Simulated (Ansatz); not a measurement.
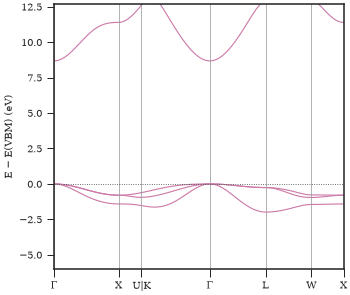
Band structure from DFT-r²SCAN in the program Ansatz with PAW potentials

Q: Read off the gap and where the band edges lie.

A: About 8.7 eV (8.67 eV by a search for the band edges); maximum at Γ, minimum at Γ.

The material is LiF (zinc blende, F-43m).

The start of the workflow was typed in or built on a structure type; neither database checked (COD, Materials Project) lists it. It is not the phase usual at ambient conditions (space group No. 225). Symmetry was held in the r²SCAN relaxation; its stability against distortions is not shown here.

Potentials: the earlier of the program's two PAW sets.
